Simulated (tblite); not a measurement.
**Molecular dynamics of GaF3**

GaF3, computed with GFN2-xTB Langevin dynamics, gas phase (tblite 0.8.0).

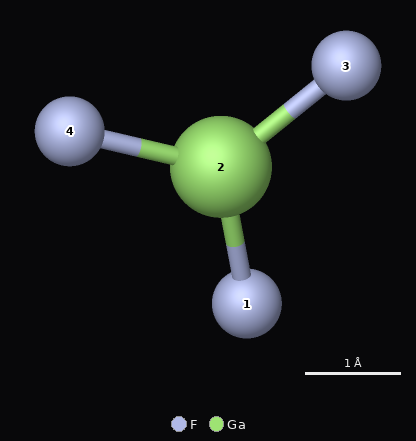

Fig. 1: The starting structure (ball-and-stick view, seen at a tilt; atoms are numbered from 1 in the order of the input). Sticks mark near contacts.

The input
```
{"job": {"kind": "md", "xc": "GFN2-xTB", "basis": "xTB", "temperature": 300, "steps": 2000, "every": 50}, "charge": 0, "multiplicity": 1}
F     -1.069374    -1.358749    -0.027557
Ga     0.002642     0.001571    -0.005781
F      1.716926    -0.248516     0.006825
F     -0.639961     1.610467     0.003659
```

The first line tells a small driver script what to run in tblite; the rest is the geometry in Å.

Hardware: 1 CPU thread, shared host.

Run as:
```bash
OMP_NUM_THREADS=1 python <driver script> task.json out
```

Log
```
t/fs     T/K      E/eV
    0.0   123.6   -422.85427
   25.0   103.5   -422.80373
   50.0   179.6   -422.81317
   75.0   204.8   -422.83511
  100.0   210.1   -422.81081
  125.0   333.4   -422.68923
  150.0   290.2   -422.62575
  175.0   327.4   -422.68339
  200.0   886.7   -422.76438
  225.0   517.8   -422.67264
  250.0   360.2   -422.70822
  275.0   354.5   -422.75128
  300.0   390.3   -422.58400
  325.0   611.2   -422.79903
  350.0   468.1   -422.69280
  375.0   334.1   -422.60723
  400.0   482.0   -422.66529
  425.0   513.6   -422.66841
  450.0   313.0   -422.73511
  475.0   297.5   -422.76251
  500.0   400.8   -422.72179
  525.0   415.3   -422.68285
  550.0   202.9   -422.55927
  575.0   295.4   -422.64582
  600.0   429.0   -422.70478
  625.0   218.5   -422.72684
  650.0   368.3   -422.55664
  675.0   400.2   -422.66312
  700.0   560.8   -422.72198
  725.0   487.7   -422.59436
  750.0   346.7   -422.50286
  775.0   522.0   -422.46068
  800.0   635.2   -422.67452
  825.0   409.3   -422.71492
  850.0   385.2   -422.78078
  875.0   522.6   -422.62963
  900.0   590.3   -422.51630
  925.0   441.0   -422.59455
  950.0   407.6   -422.66225
  975.0   547.2   -422.74288
 1000.0   428.9   -422.72580
```

Trajectory as extended XYZ (Å, eV, eV/Å), 21 of the 41 frames kept, from step=0 to step=40
```
4
Properties=species:S:1:pos:R:3:forces:R:3 step=0 time_fs=0.0 energy=-422.85427 temperature=123.6
F    -1.0694   -1.3587   -0.0276   -0.0025  -0.0027  -0.0001
Ga    0.0026    0.0016   -0.0058    0.0025   0.0031   0.0003
F     1.7169   -0.2485    0.0068   -0.0011   0.0010  -0.0001
F    -0.6400    1.6105    0.0037    0.0012  -0.0014  -0.0001
4
Properties=species:S:1:pos:R:3:forces:R:3 step=2 time_fs=50.0 energy=-422.81317 temperature=179.6
F    -1.0228   -1.4845    0.0850    0.4243   0.6278  -0.0345
Ga   -0.0032    0.0047   -0.0040   -0.2458  -1.0152   0.0443
F     1.7232   -0.0871   -0.0408    0.0601  -0.0459   0.0037
F    -0.6724    1.5640   -0.0674   -0.2386   0.4334  -0.0135
4
Properties=species:S:1:pos:R:3:forces:R:3 step=4 time_fs=100.0 energy=-422.81081 temperature=210.1
F    -0.8948   -1.4694    0.2858    0.0157   0.0318   0.0982
Ga   -0.0118    0.0053    0.0539    0.7312  -0.4521  -0.2894
F     1.7465   -0.0143   -0.2323   -0.4929  -0.0118   0.1846
F    -0.7929    1.4729   -0.2921   -0.2540   0.4320   0.0066
4
Properties=species:S:1:pos:R:3:forces:R:3 step=6 time_fs=150.0 energy=-422.62575 temperature=290.2
F    -0.7982   -1.4896    0.3418    0.1493   0.2124   0.2795
Ga    0.0436    0.0470    0.1744   -0.1420  -0.1193  -1.1554
F     1.6529   -0.0344   -0.5912   -0.2945   0.0956   0.4617
F    -0.9981    1.3602   -0.4322    0.2871  -0.1886   0.4142
4
Properties=species:S:1:pos:R:3:forces:R:3 step=8 time_fs=200.0 energy=-422.76438 temperature=886.7
F    -0.6136   -1.4955    0.7744    0.2616   0.6474  -0.2741
Ga    0.0269    0.0147    0.0098   -1.4901  -0.0541   0.4386
F     1.5648   -0.0201   -0.6605    0.7697   0.0119  -0.2920
F    -1.0336    1.4696   -0.1927    0.4587  -0.6052   0.1275
4
Properties=species:S:1:pos:R:3:forces:R:3 step=10 time_fs=250.0 energy=-422.70822 temperature=360.2
F    -0.5653   -1.2531    0.8731   -0.4457  -1.0840   0.5752
Ga   -0.0178   -0.0342   -0.1021   -0.0609   0.8538   0.0929
F     1.5080   -0.0271   -0.7919    0.6908  -0.0498  -0.5170
F    -0.8609    1.4140    0.2520   -0.1842   0.2800  -0.1511
4
Properties=species:S:1:pos:R:3:forces:R:3 step=12 time_fs=300.0 energy=-422.58400 temperature=390.3
F    -0.5982   -1.4239    0.8801    0.2983   0.6750  -0.5109
Ga    0.0135    0.0349   -0.0682    0.0544  -0.1370   0.3349
F     1.5542   -0.2208   -1.1105   -0.9722   0.2393   0.5797
F    -0.9906    1.5243    0.4398    0.6195  -0.7773  -0.4037
4
Properties=species:S:1:pos:R:3:forces:R:3 step=14 time_fs=350.0 energy=-422.69280 temperature=468.1
F    -0.5633   -1.4234    0.5211   -0.2909  -0.6604   0.4255
Ga    0.0582    0.0651    0.0425   -0.3746  -0.1421   0.1158
F     1.1733   -0.2531   -1.1447    0.9456   0.0149  -0.7945
F    -0.8071    1.4450    0.4268   -0.2802   0.7877   0.2532
4
Properties=species:S:1:pos:R:3:forces:R:3 step=16 time_fs=400.0 energy=-422.66529 temperature=482.0
F    -0.7027   -1.6333    0.2936    0.3793   0.9001   0.1520
Ga    0.0519    0.0476    0.1105   -0.6657  -0.6646  -0.4482
F     1.1026   -0.1843   -1.2770    0.0746   0.1295   0.2125
F    -0.5716    1.6494    0.5375    0.2118  -0.3650   0.0837
4
Properties=species:S:1:pos:R:3:forces:R:3 step=18 time_fs=450.0 energy=-422.73511 temperature=313.0
F    -0.6181   -1.5524    0.5046   -0.1766  -0.1432   0.1269
Ga   -0.0522   -0.0048    0.0157    0.5359   1.0663  -0.1699
F     1.1334   -0.1105   -1.3313   -0.4191   0.0726   0.4196
F    -0.3049    1.6875    0.7291    0.0598  -0.9956  -0.3766
4
Properties=species:S:1:pos:R:3:forces:R:3 step=20 time_fs=500.0 energy=-422.72179 temperature=400.8
F    -0.6116   -1.4220    0.7985   -0.1517  -0.2616  -0.0104
Ga   -0.0488   -0.0533   -0.0612   -0.5422   0.1963   1.1834
F     1.0223    0.1269   -1.2954    0.8825  -0.0507  -1.2610
F    -0.2117    1.4979    0.6787   -0.1886   0.1159   0.0880
4
Properties=species:S:1:pos:R:3:forces:R:3 step=22 time_fs=550.0 energy=-422.55927 temperature=202.9
F    -0.6133   -1.3512    1.1575    0.4052   0.5765  -1.0011
Ga   -0.0173   -0.0836   -0.1059    0.2758  -0.8691   0.4864
F     1.1459    0.2780   -1.4215   -0.3941  -0.3813   0.2824
F    -0.4486    1.3867    0.6102   -0.2868   0.6739   0.2323
4
Properties=species:S:1:pos:R:3:forces:R:3 step=24 time_fs=600.0 energy=-422.70478 temperature=429.0
F    -0.6330   -1.3482    0.8278   -0.2355  -1.0170   0.4027
Ga    0.0651   -0.0955   -0.0212    0.2052   1.1529  -0.5588
F     1.0573    0.3478   -1.3875    0.0330  -0.2943   0.0853
F    -0.6433    1.3589    0.5964   -0.0027   0.1583   0.0708
4
Properties=species:S:1:pos:R:3:forces:R:3 step=26 time_fs=650.0 energy=-422.55664 temperature=368.3
F    -0.5556   -1.4492    0.5624   -0.7365  -1.9979   0.8222
Ga    0.0970   -0.0625    0.0654   -0.1867   3.0097  -0.5899
F     0.9787    0.1606   -1.3950    0.2865  -0.0430  -0.0790
F    -0.7602    1.5261    0.5516    0.6367  -0.9688  -0.1533
4
Properties=species:S:1:pos:R:3:forces:R:3 step=28 time_fs=700.0 energy=-422.72198 temperature=560.8
F    -0.4215   -1.6347    0.4676    0.0247   0.6768  -0.0204
Ga   -0.0022    0.0619    0.0089   -1.1474  -0.3526   1.1095
F     1.1455   -0.1532   -1.1645    0.9421   0.0467  -0.9489
F    -0.6974    1.5699    0.6242    0.1806  -0.3709  -0.1402
4
Properties=species:S:1:pos:R:3:forces:R:3 step=30 time_fs=750.0 energy=-422.50286 temperature=346.7
F    -0.2953   -1.4870    0.6779   -0.3013   0.3283  -0.1340
Ga   -0.1187    0.1127   -0.0925    1.6814  -2.2125  -0.4740
F     1.3999   -0.4008   -1.0170   -0.7688   0.5361   0.1616
F    -0.6507    1.4832    0.6388   -0.6113   1.3481   0.4464
4
Properties=species:S:1:pos:R:3:forces:R:3 step=32 time_fs=800.0 energy=-422.67452 temperature=635.2
F    -0.7104   -1.2383    0.7925   -0.3337  -0.5131   0.2190
Ga   -0.0294    0.0346   -0.0934    0.9325   0.6217  -0.1510
F     1.4535   -0.4898   -1.0566   -0.8361   0.3979   0.3749
F    -0.6166    1.6101    0.5690    0.2372  -0.5065  -0.4430
4
Properties=species:S:1:pos:R:3:forces:R:3 step=34 time_fs=850.0 energy=-422.78078 temperature=385.2
F    -1.0622   -0.9972    0.8636   -0.2052  -0.4531   0.2264
Ga    0.0545   -0.0591   -0.0107   -0.1137   1.0332  -0.1353
F     1.3456   -0.4169   -1.1026    0.0504  -0.0975   0.0213
F    -0.4638    1.6384    0.2403    0.2685  -0.4826  -0.1124
4
Properties=species:S:1:pos:R:3:forces:R:3 step=36 time_fs=900.0 energy=-422.51630 temperature=590.3
F    -1.2989   -0.8677    0.9473    0.4026  -0.1149  -0.0112
Ga    0.0672   -0.1196    0.1201    0.1374   0.4253  -1.1286
F     1.3516   -0.2648   -1.2332   -0.5507  -0.2866   0.8918
F    -0.2787    1.5785   -0.1930    0.0108  -0.0238   0.2481
4
Properties=species:S:1:pos:R:3:forces:R:3 step=38 time_fs=950.0 energy=-422.66225 temperature=407.6
F    -1.1540   -1.0577    1.0673    0.3826   0.3977  -0.4212
Ga   -0.0790   -0.0445    0.0334    0.6005  -0.0023  -0.2564
F     1.3953   -0.4831   -0.9762   -0.6948  -0.0780   0.4722
F     0.0683    1.7118   -0.2519   -0.2883  -0.3175   0.2054
4
Properties=species:S:1:pos:R:3:forces:R:3 step=40 time_fs=1000.0 energy=-422.72580 temperature=428.9
F    -0.8469   -0.9415    1.1208   -0.2381   0.0195  -0.0346
Ga   -0.0623    0.0142   -0.0911   -0.5439   0.7032   0.8626
F     1.2035   -0.8583   -0.7057    0.9095  -0.6143  -0.6934
F    -0.1100    1.7534   -0.1181   -0.1275  -0.1084  -0.1346
```

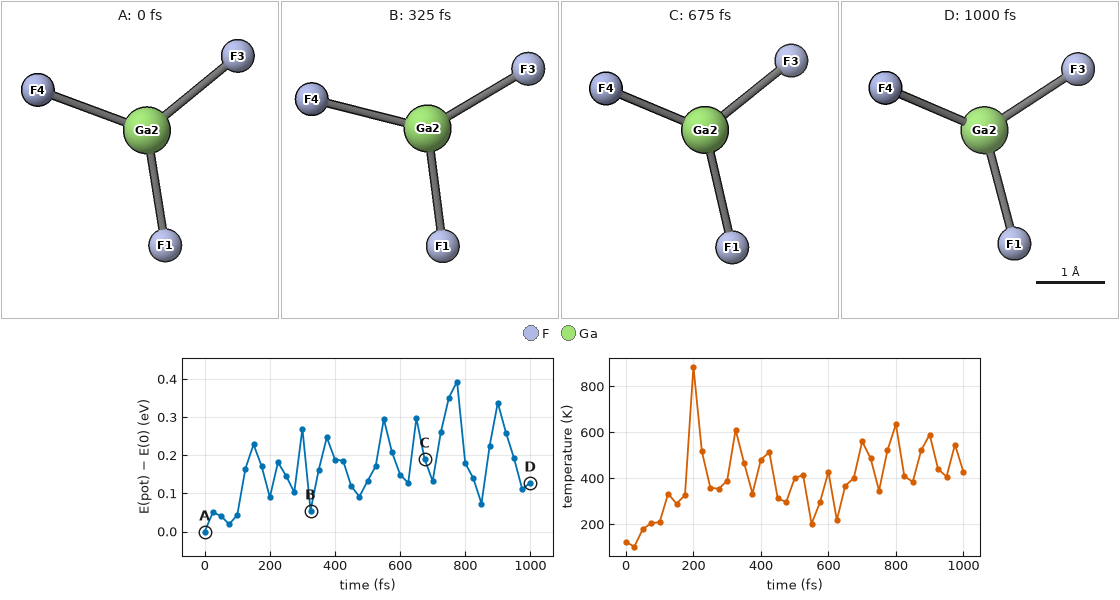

Fig. 2: Frames of the molecular dynamics (ball-and-stick, seen on its broad side) above the curves, on which the letters mark them. The trajectory kept here has 41 frames over 1000 fs. The temperature starts at 124 K, ranges from 104 to 887 K and averages 429 K over the second half. The potential energy ends 0.128 eV above its first value. After an unweighted best fit of the last frame on the first, the root-mean-square displacement is 0.14 Å.

Results in brief

```csv
quantity,value
outcome,finished
mean temperature over the second half,429 K
trajectory,"41 frames kept, 1000 fs"
wall time,9.8 s
peak memory,0.18 GiB
```
